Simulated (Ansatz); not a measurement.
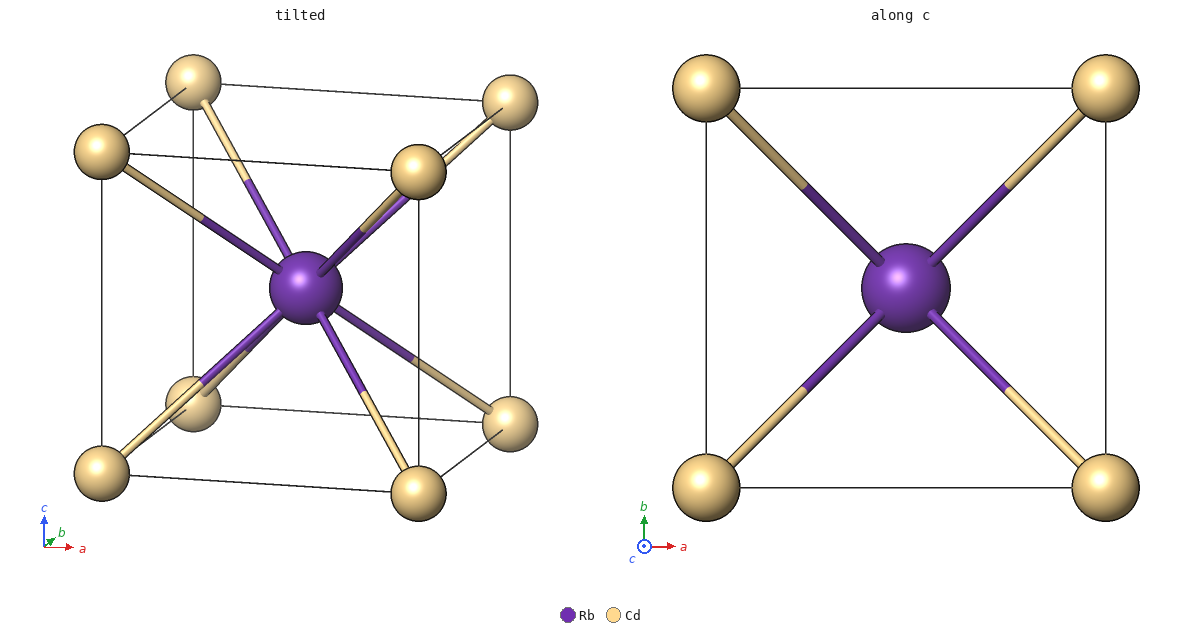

Ball-and-stick representation of a periodic structure, projected slightly off an axis and along the c axis. One conventional unit cell is framed, with atoms on its boundary repeated.

RbCd, caesium chloride (CsCl, B2) type, space group Pm-3m (No. 221), a = 4.552 Å, b = 4.552 Å, c = 4.552 Å, α = 90.00°, β = 90.00°, γ = 90.00°. The cell started as a random cell made by a generator, so it need not be a real form of the compound. Earlier steps of the study may have refined or changed the cell and positions. It was run through Ansatz as a DFT input.

This one geometry was computed with Ansatz (DFT, plane waves, PAW) at three levels of theory: r2SCAN, LDA and PBE.

Question: How does the band gap change with the level of theory?

Answer: All levels give a metal.

Question: Collect the results in a table.

Answer:
| level | cutoff (eV) | k-mesh of the run's cell | gap (eV) | pressure (GPa) |
| --- | --- | --- | --- | --- |
| r2SCAN | 500 | 12×12×12 | metal | -0.4 |
| LDA | 420 | 12×12×12 | metal | -1.5 |
| PBE | 420 | 12×12×12 | metal | 0.0 |

Gaps are taken on the k-mesh or band path of each run.
